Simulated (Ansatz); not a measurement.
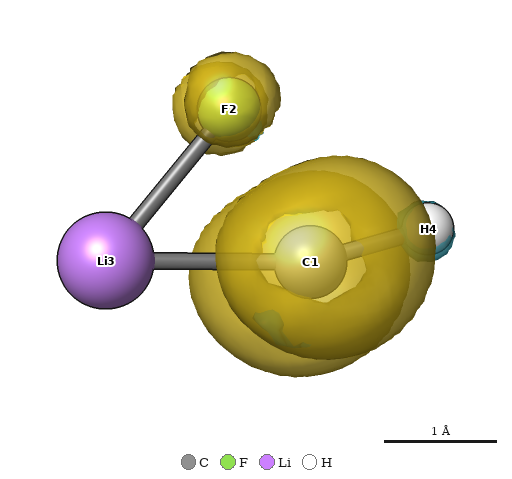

*CHFLi (doublet). Isosurfaces of the spin density (α minus β) at +0.03 (yellow) and −0.03 e/Å³ (cyan), seen at a tilt.*

Geometry: BLYP-D3(BJ)/def2-SVP.

These are results of isolated molecule in a Gaussian basis; Kohn-Sham density functional theory, functional PBE0 in Ansatz, not measurements.

```xyz
4

C    -0.5111   -0.1587    0.4316
F     0.7624    0.3052    1.1904
Li   -0.4381    1.6100    1.0151
H    -0.2724   -1.2259    0.2161
```

### Describe the spin distribution.

The unpaired spin (1 electron) lies mostly on C1 (about 0.8) and F2 (about 0.1), in electrons by Hirshfeld's partition.
